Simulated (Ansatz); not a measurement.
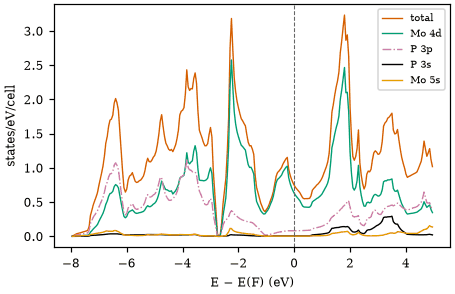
Total and projected density of states of MoP in space group P-6m2 (No. 187; Mo on 1a, P on 1d), LDA (plane waves, PAW; program Ansatz)

Question: Which orbitals carry the states next to the Fermi level?

Answer: Within 0.5 eV of the Fermi level: Mo 4d 85 %, P 3p 10 %. Projections are on Löwdin-orthogonalised atomic valence shells; empty p or d shells of many metals are not among them.

Question: Where is the tallest occupied peak in this window, and what makes it?

Answer: Near -2.2 eV, about 3.2 states/eV per cell; the largest projected share is Mo 4d.

Symmetry was held in the LDA relaxation. The run is not spin-polarised. Spin–orbit coupling is left out wherever it is not named.

Potentials: the earlier of the program's two PAW sets. The files were generated under PBE; for other functionals the program regenerates the frozen cores, and for LDA and PBEsol the local potential too.
